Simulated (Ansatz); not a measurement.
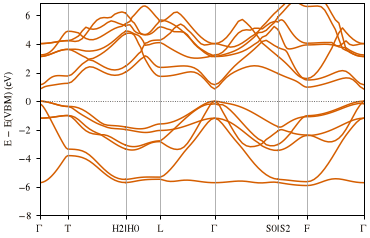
Fig. 1. Band structure from plane-wave PAW r²SCAN (Ansatz code)

Question: Read off the gap and where the band edges lie.

Answer: About 0.9 eV (0.86 eV by a search for the band edges); maximum at Γ, minimum at Γ.

Question: Pick the material that matches.
(A) AlInSb2, R3m (Al on 3a, In on 3a, Sb on 3a, Sb on 3a)
(B) Al4C3, R-3m (Al on 6c, Al on 6c, C on 6c, C on 3a)
(C) ZnS, R3m (Pearson symbol hR6)
(D) InGaAs2, R3m (In on 3a, Ga on 3a, As on 3a, As on 3a)

Answer: A, AlInSb2, R3m (Al on 3a, In on 3a, Sb on 3a, Sb on 3a)

The first step of the workflow began from a Materials Project structure, measured or hypothetical; the Crystallography Open Database copy checked does not list it. With Al and In taken as one species the cell has the higher symmetry F-43m, so it may be an ordered model of a mixed-site phase. Whether it is the stable phase at ambient conditions was not checked. The r²SCAN relaxation kept the symmetry of its start; its stability against distortions is not shown here. Scalar-relativistic: spin–orbit coupling is off unless named, which matters more the heavier the elements.

Potentials: the later of the program's two PAW sets.
